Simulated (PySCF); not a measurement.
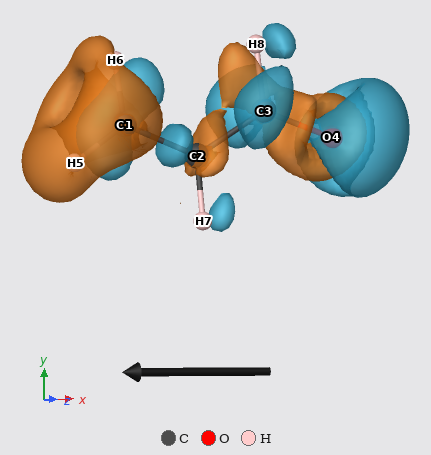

*C$_{3}$H$_{4}$O, charge −1, doublet, SMILES `C=C[CH][O-]`. Change of the electron density in a uniform field of 0.15 V/Å along −x (arrow), surfaces at ±0.0015 e/Å³ (light blue: gain, orange: loss).*

Level of theory: ωB97X/aug-cc-pVDZ (PySCF), at a geometry from GFN2-xTB. No frequency check shows the geometry to be a minimum. The stability of the open-shell solution wasn't checked. GFN2-xTB doesn't know the spin state, so this open-shell geometry is rough.

> How large is the response?

The induced dipole is 0.78 D (along the field); α along this axis, from the fields in both directions, is 104 bohr³ (15.3 Å³).

> Which atoms gain and lose the most charge?

Electrons gather most on O4 (Hirshfeld charge changes by −0.021 e) and leave C1 most (+0.014 e); 0.049 electrons are displaced in all.

The PySCF run took 2.4 min on 1 thread of Intel(R) Xeon(R) Processor @ 2.50GHz (Skylake/Cascade Lake) (shared host), peak memory 0.63 GiB.
